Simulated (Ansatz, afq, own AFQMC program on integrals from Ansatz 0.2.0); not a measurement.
**GeH₄ (singlet): AFQMC on the coupled-cluster ladder, cc-pVDZ**

How near does AFQMC come to the top of the ladder for GeH₄ (singlet)?

Method: cc-pVDZ, frozen cores; program: Ansatz 0.2.0, Gaussian basis, and an in-house AFQMC program (afq) on its integrals; all values are calculated.

To be run: PBE (unrestricted); r2SCAN (unrestricted); PBE0 (unrestricted); B3LYP (unrestricted); wB97M-V (unrestricted); B2PLYP (unrestricted); CCSD(T) on RHF; CCSDT(Q) on RHF; CCSD(T) on RHF; CCSD(T) on RHF; Phaseless AFQMC, CISD trial on RHF; Phaseless AFQMC, single-determinant trial on RHF; Free-projection AFQMC, CISD trial on RHF; Free-projection AFQMC, single-determinant trial on RHF; UHF.

## 1. What is computed

The geometry is a PBE0/def2-TZVP stationary point (not a proven minimum). No spin-orbit coupling is included. The filled d shell of Ge may be among the frozen orbitals whatever the setting's name suggests; the logs give the count.

5 atoms, charge 0, spin multiplicity 1.

Atoms are counted from 1 here; the program's logs count them from 0.

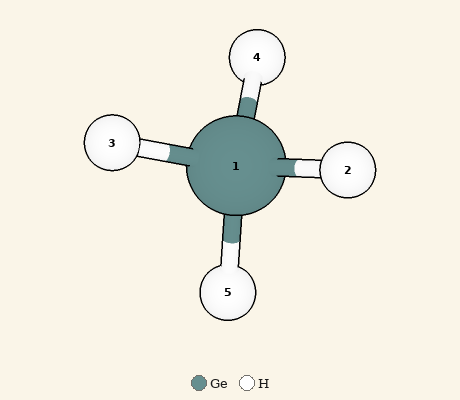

The geometry (germanium teal, hydrogen white); atoms are numbered from 1 in the order of the file.

Coordinates:

```mol
GeH4
  3D, bonds by distance, orders not assigned

  5  4  0  0  0  0  0  0  0  0999 V2000
    0.0000    0.0000    0.0000 Ge  0  0
    0.8843    0.8872    0.8860 H   0  0
   -0.8879   -0.8840    0.8857 H   0  0
   -0.8838    0.8845   -0.8892 H   0  0
    0.8874   -0.8877   -0.8825 H   0  0
  1  2  8  0
  1  3  8  0
  1  4  8  0
  1  5  8  0
M  END
```

## 2. PBE (unrestricted)

File in.yaml:

```yaml
crystal:
  periodic: [false, false, false]
  atoms:
    - {symbol: Ge, position_ang: [0.000000, 0.000000, 0.000000]}
    - {symbol: H, position_ang: [0.884324, 0.887199, 0.886047]}
    - {symbol: H, position_ang: [-0.887886, -0.884021, 0.885661]}
    - {symbol: H, position_ang: [-0.883825, 0.884513, -0.889224]}
    - {symbol: H, position_ang: [0.887387, -0.887691, -0.882484]}
basis:
  gaussian: {orbitals: cc-pVDZ}
magnetization: {spin_polarized: true, initial_magnetization: 0}
hamiltonian: {xc: {name: PBE}}
output: {orbitals: {seedname: orbitals}}
```

The run is started by

```bash
ansatz run in.yaml --threads 1 --pin off --events-out ev --progress --plain --max-ram 1843MiB
```

Output:

```text
Functional definition: PBE
  name "PBE"
  cite "Perdew, Burke & Ernzerhof, Phys. Rev. Lett. 77, 3865 (1996) doi:10.1103/PhysRevLett.77.3865"
  parent pbe
  parameter kappa = 0.804
  parameter beta = 0.06672455060314922
  exchange = pbe_x(kappa = kappa, mu = beta*pi^2/3)
  correlation = pbe_c(beta = beta)
607 factors; their error is unknown
mean field evaluation 1: about -56572.5133 eV, gradient 8.4e0 eV
mean field evaluation 2: about -56572.9935 eV, gradient 2.8e0 eV
mean field evaluation 4: about -56573.0482 eV, gradient 3.0e-2 eV
mean field evaluation 8: about -56573.0421 eV, gradient 2.4e-4 eV
mean field -56573.04207651 eV, -2079.0209497266 hartree, gradient 6.7e-6 eV, S^2 0.000000; 0 other end points of the search recorded, 0 dependent functions left out
reference -56573.04210548 eV, -2079.0209507912 hartree; 18, 18 occupied and 29, 29 virtual orbitals, 607 factors
Total energy: -56573.04210548 eV, -2079.0209507912 hartree
```

Wall time 0.96 s (1 thread of Arm Neoverse V1, shared host).

From the report: ⟨S²⟩ of the determinant 0.000 (pure singlet: 0.00).

## 3. r2SCAN (unrestricted)

in.yaml, as its differences from that of step 2:

```diff
@@ -11,3 +11,2 @@
 magnetization: {spin_polarized: true, initial_magnetization: 0}
-hamiltonian: {xc: {name: PBE}}
-output: {orbitals: {seedname: orbitals}}
+hamiltonian: {xc: {name: r2SCAN}}
```

The command is unchanged.

Output:

```text
Functional definition: r2SCAN
  name "r2SCAN"
  cite "Furness, Kaplan, Ning, Perdew & Sun, J. Phys. Chem. Lett. 11, 8208 (2020) doi:10.1021/acs.jpclett.0c02405"
  cite "Furness, Kaplan, Ning, Perdew & Sun, J. Phys. Chem. Lett. 11, 9248 (2020) doi:10.1021/acs.jpclett.0c03077"
  parent r2scan
  parameter k0 = 0.174
  parameter k1 = 0.065
  parameter a1 = 4.9479
  exchange = r2scan_x(k0 = k0, k1 = k1, a1 = a1)
  correlation = r2scan_c
607 factors; their error is unknown
mean field evaluation 1: about -56581.3562 eV, gradient 6.2e0 eV
mean field evaluation 2: about -56581.6143 eV, gradient 1.5e0 eV
mean field evaluation 4: about -56581.6269 eV, gradient 9.6e-2 eV
mean field evaluation 8: about -56581.6205 eV, gradient 2.4e-4 eV
mean field -56581.62046129 eV, -2079.3361995525 hartree, gradient 1.3e-5 eV, S^2 0.000000; 0 other end points of the search recorded, 0 dependent functions left out
reference -56581.62047079 eV, -2079.3361999019 hartree; 18, 18 occupied and 29, 29 virtual orbitals, 607 factors
Total energy: -56581.62047079 eV, -2079.3361999019 hartree
```

Wall time 2.3 s (1 thread of Arm Neoverse V1, shared host).

From the report: ⟨S²⟩ of the determinant 0.000 (pure singlet: 0.00).

## 4. PBE0 (unrestricted)

in.yaml, as its differences from that of step 3:

```diff
@@ -11,2 +11,3 @@
 magnetization: {spin_polarized: true, initial_magnetization: 0}
-hamiltonian: {xc: {name: r2SCAN}}
+hamiltonian: {xc: {name: PBE0}}
+output: {orbitals: {seedname: orbitals}}
```

Launched as before.

Output:

```text
Functional definition: PBE0
  name "PBE0"
  cite "Adamo & Barone, J. Chem. Phys. 110, 6158 (1999) doi:10.1063/1.478522"
  cite "Perdew, Burke & Ernzerhof, Phys. Rev. Lett. 77, 3865 (1996) doi:10.1103/PhysRevLett.77.3865"
  parent pbe
  parameter a = 0.25
  parameter kappa = 0.804
  parameter beta = 0.06672455060314922
  exchange = (1 - a)*pbe_x(kappa = kappa, mu = beta*pi^2/3) + a*exact_x
  correlation = pbe_c(beta = beta)
497 factors; integrals over basis functions are off by at most 9.4e-4 eV
mean field evaluation 1: about -56574.6191 eV, gradient 4.5e0 eV
mean field evaluation 2: about -56574.7446 eV, gradient 7.3e-1 eV
mean field evaluation 4: about -56574.7660 eV, gradient 7.8e-1 eV
mean field evaluation 8: about -56574.7697 eV, gradient 1.1e-3 eV
mean field -56574.76969253 eV, -2079.0844384443 hartree, gradient 7.2e-6 eV, S^2 0.000000; 0 other end points of the search recorded, 0 dependent functions left out
reference -56574.76971438 eV, -2079.0844392471 hartree; 18, 18 occupied and 29, 29 virtual orbitals, 497 factors
Total energy: -56574.76971438 eV, -2079.0844392471 hartree
```

Wall time 1.4 s (1 thread of Arm Neoverse V1, shared host).

From the report: ⟨S²⟩ of the determinant 0.000 (pure singlet: 0.00).

## 5. B3LYP (unrestricted)

in.yaml, as its differences from that of step 4:

```diff
@@ -11,3 +11,2 @@
 magnetization: {spin_polarized: true, initial_magnetization: 0}
-hamiltonian: {xc: {name: PBE0}}
-output: {orbitals: {seedname: orbitals}}
+hamiltonian: {xc: {name: B3LYP}}
```

The command is unchanged.

Output:

```text
Functional definition: B3LYP
  name "B3LYP"
  cite "Stephens, Devlin, Chabalowski & Frisch, J. Phys. Chem. 98, 11623 (1994) doi:10.1021/j100096a001"
  cite "Becke, Phys. Rev. A 38, 3098 (1988) doi:10.1103/PhysRevA.38.3098"
  cite "Lee, Yang & Parr, Phys. Rev. B 37, 785 (1988) doi:10.1103/PhysRevB.37.785"
  cite "Vosko, Wilk & Nusair, Can. J. Phys. 58, 1200 (1980) doi:10.1139/p80-159"
  parameter a0 = 0.2
  parameter ax = 0.72
  parameter ac = 0.81
  exchange = (1 - a0 - ax)*slater_x + ax*b88_x + a0*exact_x
  correlation = (1 - ac)*vwn_rpa_c + ac*lyp_c
497 factors; integrals over basis functions are off by at most 9.4e-4 eV
mean field evaluation 1: about -56583.2183 eV, gradient 5.8e0 eV
mean field evaluation 2: about -56583.4503 eV, gradient 1.2e0 eV
mean field evaluation 4: about -56583.4775 eV, gradient 1.0e-1 eV
mean field evaluation 8: about -56583.4776 eV, gradient 5.1e-4 eV
mean field -56583.47763776 eV, -2079.4044495291 hartree, gradient 1.8e-5 eV, S^2 0.000000; 0 other end points of the search recorded, 0 dependent functions left out
reference -56583.47784108 eV, -2079.4044570008 hartree; 18, 18 occupied and 29, 29 virtual orbitals, 497 factors
Total energy: -56583.47784108 eV, -2079.4044570008 hartree
```

It took 1.4 s on 1 thread of Arm Neoverse V1, shared host.

From the report: ⟨S²⟩ of the determinant 0.000 (pure singlet: 0.00).

## 6. wB97M-V (unrestricted)

in.yaml, as its differences from that of step 5:

```diff
@@ -11,2 +11,3 @@
 magnetization: {spin_polarized: true, initial_magnetization: 0}
-hamiltonian: {xc: {name: B3LYP}}
+hamiltonian: {xc: {name: wB97M-V}}
+output: {orbitals: {seedname: orbitals}}
```

Same command.

Output:

```text
Functional definition: wB97M-V
  name "wB97M-V"
  cite "Mardirossian & Head-Gordon, J. Chem. Phys. 144, 214110 (2016) doi:10.1063/1.4952647"
  cite "Becke, J. Chem. Phys. 107, 8554 (1997) doi:10.1063/1.475007"
  cite "Vydrov & Van Voorhis, J. Chem. Phys. 133, 244103 (2010) doi:10.1063/1.3521275"
  # Of w^i u^j: cxij and so on, Table III.
  parameter omega = 0.3/bohr
  parameter cx = 0.15
  parameter cx01 = 1.007
  parameter cx10 = 0.259
  parameter css00 = 0.443
  parameter css04 = -1.437
  parameter css10 = -4.535
  parameter css20 = -3.390
  parameter css43 = 4.278
  parameter cos00 = 1.000
  parameter cos10 = 1.358
  parameter cos20 = 2.924
  parameter cos21 = -8.812
  parameter cos60 = -1.390
  parameter cos61 = 9.142
  parameter b = 6.0
  parameter c = 0.01
  gx(w, u) = 1 - cx + cx01*u + cx10*w
  gss(w, u) = css00 + css04*u^4 + css10*w + css20*w^2 + css43*w^4*u^3
  gos(w, u) = cos00 + cos10*w + (cos20 + cos21*u)*w^2 + (cos60 + cos61*u)*w^6
  exchange = spin_sum(e_x_unif_sr(omega)*gx(b97_w, b97_u_x)) + cx*exact_x_sr(omega) + exact_x_lr(omega)
  correlation = spin_sum(e_c_pw_mod_same_spin*gss(b97_w, b97_u_same))
      + integral(e_c_pw_mod_opposite_spin*gos(b97_w_opposite, b97_u_opposite)) + vv10(b, c)
497 factors; integrals over basis functions are off by at most 9.4e-4 eV
162 factors; integrals over basis functions are off by at most 4.8e-6 eV
mean field evaluation 1: about -56578.1857 eV, gradient 4.1e0 eV
mean field evaluation 2: about -56578.2843 eV, gradient 1.2e0 eV
mean field evaluation 4: about -56578.3079 eV, gradient 3.9e-1 eV
mean field evaluation 8: about -56578.3088 eV, gradient 5.5e-4 eV
mean field -56578.30881009 eV, -2079.2144986156 hartree, gradient 6.3e-5 eV, S^2 0.000000; 0 other end points of the search recorded, 0 dependent functions left out
reference -56578.30884486 eV, -2079.2144998936 hartree; 18, 18 occupied and 29, 29 virtual orbitals, 497 factors
Total energy: -56578.30884486 eV, -2079.2144998936 hartree
```

It took 5.5 s on 1 thread of Arm Neoverse V1, shared host.

From the report: ⟨S²⟩ of the determinant 0.000 (pure singlet: 0.00).

## 7. B2PLYP (unrestricted)

in.yaml, as its differences from that of step 6:

```diff
@@ -11,3 +11,3 @@
 magnetization: {spin_polarized: true, initial_magnetization: 0}
-hamiltonian: {xc: {name: wB97M-V}}
-output: {orbitals: {seedname: orbitals}}
+hamiltonian: {xc: {name: B2PLYP}}
+correlation: {electrons: outside_noble_gas}
```

Launched as before.

Output:

```text
Functional definition: B2PLYP
  name "B2PLYP"
  cite "Grimme, J. Chem. Phys. 124, 034108 (2006) doi:10.1063/1.2148954"
  cite "Becke, Phys. Rev. A 38, 3098 (1988) doi:10.1103/PhysRevA.38.3098"
  cite "Lee, Yang & Parr, Phys. Rev. B 37, 785 (1988) doi:10.1103/PhysRevB.37.785"
  parameter a = 0.53
  parameter c = 0.27
  exchange = (1 - a)*b88_x + a*exact_x
  correlation = (1 - c)*lyp_c + c*(mp2_os + mp2_ss)
497 factors; integrals over basis functions are off by at most 9.4e-4 eV
mean field evaluation 1: about -56569.2529 eV, gradient 3.3e0 eV
mean field evaluation 2: about -56569.2531 eV, gradient 3.3e0 eV
mean field evaluation 4: about -56569.3314 eV, gradient 1.1e-1 eV
mean field evaluation 8: about -56569.3314 eV, gradient 1.9e-4 eV
mean field -56569.33143506 eV, -2078.8845861683 hartree, gradient 1.2e-6 eV, S^2 0.000000; 0 other end points of the search recorded, 0 dependent functions left out
14 core orbitals not correlated: weight in the atoms' cores, before any rotation towards them, 0.999 or more for the frozen orbitals, at most 0.001 for the correlated occupied ones
reference -56569.33156540 eV, -2078.8845909583 hartree; 4, 4 occupied and 29, 29 virtual orbitals, 497 factors
second order -3.78824343 eV of doubles, -0.00000000 eV of singles
Total energy: -56570.35439112 eV, -2078.9221791104 hartree
```

Run time: 1.4 s. Hardware: 1 thread of Arm Neoverse V1, shared host.

From the report: ⟨S²⟩ of the determinant 0.000 (pure singlet: 0.00).

## 8. CCSD(T) on RHF

in.yaml, as its differences from that of step 7:

```diff
@@ -10,4 +10,3 @@
   gaussian: {orbitals: cc-pVDZ}
-magnetization: {spin_polarized: true, initial_magnetization: 0}
-hamiltonian: {xc: {name: B2PLYP}}
-correlation: {electrons: outside_noble_gas}
+magnetization: {spin_polarized: false}
+correlation: {method: ccsd_t, electrons: outside_noble_gas, hamiltonian_folder: ham}
```

Launched as before.

Output:

```text
Functional definition: HF
  name "HF"
  cite "Fock, Z. Phys. 61, 126 (1930) doi:10.1007/BF01340294"
  parent pbe
  exchange = exact_x
  correlation = 0
497 factors; integrals over basis functions are off by at most 9.4e-4 eV
mean field evaluation 1: about -56535.0988 eV, gradient 9.0e0 eV
mean field evaluation 2: about -56535.1013 eV, gradient 9.0e0 eV
mean field evaluation 4: about -56535.5556 eV, gradient 4.3e-1 eV
mean field evaluation 8: about -56535.5565 eV, gradient 2.5e-6 eV
mean field -56535.55648358 eV, -2077.6433795951 hartree, gradient 2.7e-6 eV, S^2 0.000000; 0 other end points of the search recorded, 0 dependent functions left out
14 core orbitals not correlated: weight in the atoms' cores, before any rotation towards them, 0.999 or more for the frozen orbitals, at most 0.000 for the correlated occupied ones
reference -56535.55648358 eV, -2077.6433795951 hartree; 4, 4 occupied and 29, 29 virtual orbitals, 497 factors
second order -3.06056586 eV of doubles, -0.00000000 eV of singles
cycle   1  -3.65798886 eV  change   -6.0e-1 eV  update   5.4e-2
cycle   2  -3.87058114 eV  change   -2.1e-1 eV  update   1.8e-2
cycle   3  -3.87442109 eV  change   -3.8e-3 eV  update   3.8e-3
cycle   4  -3.87389587 eV  change    5.3e-4 eV  update   9.7e-4
cycle   5  -3.87366749 eV  change    2.3e-4 eV  update   2.8e-4
cycle   6  -3.87361501 eV  change    5.2e-5 eV  update   5.1e-5
cycle   7  -3.87363489 eV  change   -2.0e-5 eV  update   8.4e-6
cycle   8  -3.87363446 eV  change    4.4e-7 eV  update   2.1e-6
perturbative correction -0.06437715 eV, -0.0023658167 hartree
Total energy: -56539.49449519 eV, -2077.7880988525 hartree
```

It took 0.6 s on 1 thread of Arm Neoverse V1, shared host.

From the report: correlation -3.9380 eV; T1 0.009; largest double amplitude 0.03.

This run also writes the integrals to the folder ham.

## 9. CCSDT(Q) on RHF

in.yaml, as its differences from that of step 8:

```diff
@@ -11,2 +11,2 @@
 magnetization: {spin_polarized: false}
-correlation: {method: ccsd_t, electrons: outside_noble_gas, hamiltonian_folder: ham}
+correlation: {method: ccsdt_q, electrons: outside_noble_gas}
```

Same command.

Output:

```text
Functional definition: HF
  name "HF"
  cite "Fock, Z. Phys. 61, 126 (1930) doi:10.1007/BF01340294"
  parent pbe
  exchange = exact_x
  correlation = 0
936 factors; integrals over basis functions are off by at most 1.8e-7 eV
mean field evaluation 1: about -56535.0992 eV, gradient 9.0e0 eV
mean field evaluation 2: about -56535.1015 eV, gradient 9.0e0 eV
mean field evaluation 4: about -56535.5550 eV, gradient 4.3e-1 eV
mean field evaluation 8: about -56535.5566 eV, gradient 2.2e-6 eV
mean field -56535.55660620 eV, -2077.6433841012 hartree, gradient 2.3e-6 eV, S^2 0.000000; 0 other end points of the search recorded, 0 dependent functions left out
14 core orbitals not correlated: weight in the atoms' cores, before any rotation towards them, 0.999 or more for the frozen orbitals, at most 0.000 for the correlated occupied ones
reference -56535.55660620 eV, -2077.6433841012 hartree; 4, 4 occupied and 29, 29 virtual orbitals, 936 factors
second order -3.06060881 eV of doubles, -0.00000000 eV of singles
cycle   1  -3.65799221 eV  change   -6.0e-1 eV  update   5.8e-2
cycle   2  -3.93588281 eV  change   -2.8e-1 eV  update   2.2e-2
cycle   3  -3.95178505 eV  change   -1.6e-2 eV  update   5.7e-3
cycle   4  -3.95416715 eV  change   -2.4e-3 eV  update   2.3e-3
cycle   5  -3.95336178 eV  change    8.1e-4 eV  update   4.9e-4
cycle   6  -3.95313225 eV  change    2.3e-4 eV  update   1.1e-4
cycle   7  -3.95319841 eV  change   -6.6e-5 eV  update   2.7e-5
cycle   8  -3.95320260 eV  change   -4.2e-6 eV  update   5.9e-6
cycle   9  -3.95320072 eV  change    1.9e-6 eV  update   1.8e-6
cycle  10  -3.95320048 eV  change    2.4e-7 eV  update   5.5e-7
perturbative correction -0.00156889 eV, -0.0000576558 hartree
Total energy: -56539.51137557 eV, -2077.7887191950 hartree
```

It took 2.1 s on 1 thread of Arm Neoverse V1, shared host.

From the report: correlation -3.9548 eV; T1 0.009; largest double amplitude 0.04.

## 10. CCSD(T) on RHF

in.yaml, as its differences from that of step 9:

```diff
@@ -9,4 +9,4 @@
 basis:
-  gaussian: {orbitals: cc-pVDZ}
+  gaussian: {orbitals: def2-TZVPP}
 magnetization: {spin_polarized: false}
-correlation: {method: ccsdt_q, electrons: outside_noble_gas}
+correlation: {method: ccsd_t, electrons: outside_noble_gas}
```

Same command.

Output:

```text
Functional definition: HF
  name "HF"
  cite "Fock, Z. Phys. 61, 126 (1930) doi:10.1007/BF01340294"
  parent pbe
  exchange = exact_x
  correlation = 0
615 factors; integrals over basis functions are off by at most 7.2e-4 eV
mean field evaluation 1: about -56535.9422 eV, gradient 1.0e1 eV
mean field evaluation 2: about -56535.9773 eV, gradient 1.0e1 eV
mean field evaluation 4: about -56536.5166 eV, gradient 2.2e0 eV
mean field evaluation 8: about -56536.5225 eV, gradient 7.8e-5 eV
mean field evaluation 16: about -56536.4649 eV, gradient 2.1e0 eV
mean field -56536.52249447 eV, -2077.6788798403 hartree, gradient 3.8e-7 eV, S^2 0.000000; 0 other end points of the search recorded, 0 dependent functions left out
14 core orbitals not correlated: weight in the atoms' cores, before any rotation towards them, 0.999 or more for the frozen orbitals, at most 0.000 for the correlated occupied ones
reference -56536.52249447 eV, -2077.6788798403 hartree; 4, 4 occupied and 86, 86 virtual orbitals, 615 factors
second order -3.77859176 eV of doubles, -0.00000000 eV of singles
cycle   1  -4.33888838 eV  change   -5.6e-1 eV  update   5.4e-2
cycle   2  -4.54919167 eV  change   -2.1e-1 eV  update   1.9e-2
cycle   3  -4.55507414 eV  change   -5.9e-3 eV  update   4.0e-3
cycle   4  -4.55387539 eV  change    1.2e-3 eV  update   1.2e-3
cycle   5  -4.55352444 eV  change    3.5e-4 eV  update   3.4e-4
cycle   6  -4.55351041 eV  change    1.4e-5 eV  update   6.4e-5
cycle   7  -4.55352361 eV  change   -1.3e-5 eV  update   1.5e-5
cycle   8  -4.55352496 eV  change   -1.4e-6 eV  update   3.6e-6
perturbative correction -0.09923048 eV, -0.0036466529 hartree
Total energy: -56541.17524991 eV, -2077.8498654490 hartree
```

Wall time 1.8 s (1 thread of Arm Neoverse V1, shared host); peak memory 0.26 GiB.

From the report: correlation -4.6528 eV; T1 0.010; largest double amplitude 0.03.

## 11. CCSD(T) on RHF

in.yaml, as its differences from that of step 10:

```diff
@@ -9,3 +9,3 @@
 basis:
-  gaussian: {orbitals: def2-TZVPP}
+  gaussian: {orbitals: "def2-QZVPP.json"}
 magnetization: {spin_polarized: false}
```

Launched as before.

Output:

```text
Functional definition: HF
  name "HF"
  cite "Fock, Z. Phys. 61, 126 (1930) doi:10.1007/BF01340294"
  parent pbe
  exchange = exact_x
  correlation = 0
1301 factors; integrals over basis functions are off by at most 7.6e-4 eV
mean field evaluation 1: about -56537.0954 eV, gradient 1.0e1 eV
mean field evaluation 2: about -56537.1213 eV, gradient 1.0e1 eV
mean field evaluation 4: about -56537.6833 eV, gradient 2.4e0 eV
mean field evaluation 8: about -56537.6899 eV, gradient 1.2e-4 eV
mean field evaluation 16: about -56537.6891 eV, gradient 4.7e-1 eV
mean field -56537.68985434 eV, -2077.7217795245 hartree, gradient 5.0e-6 eV, S^2 0.000000; 0 other end points of the search recorded, 0 dependent functions left out
14 core orbitals not correlated: weight in the atoms' cores, before any rotation towards them, 1.000 or more for the frozen orbitals, at most 0.000 for the correlated occupied ones
reference -56537.68985434 eV, -2077.7217795245 hartree; 4, 4 occupied and 191, 191 virtual orbitals, 1301 factors
second order -4.01422133 eV of doubles, -0.00000000 eV of singles
cycle   1  -4.51861367 eV  change   -5.0e-1 eV  update   5.4e-2
cycle   2  -4.73115790 eV  change   -2.1e-1 eV  update   1.9e-2
cycle   3  -4.73618296 eV  change   -5.0e-3 eV  update   4.2e-3
cycle   4  -4.73470047 eV  change    1.5e-3 eV  update   1.4e-3
cycle   5  -4.73453916 eV  change    1.6e-4 eV  update   3.8e-4
cycle   6  -4.73443720 eV  change    1.0e-4 eV  update   8.1e-5
cycle   7  -4.73445375 eV  change   -1.7e-5 eV  update   1.8e-5
cycle   8  -4.73446044 eV  change   -6.7e-6 eV  update   4.5e-6
perturbative correction -0.11043708 eV, -0.0040584877 hartree
Total energy: -56542.53475186 eV, -2077.8998262244 hartree
```

It took 16 s on 1 thread of Arm Neoverse V1, shared host; peak memory 1.3 GiB.

From the report: correlation -4.8449 eV; T1 0.010; largest double amplitude 0.02.

(Part 1 of 2 ends here.)
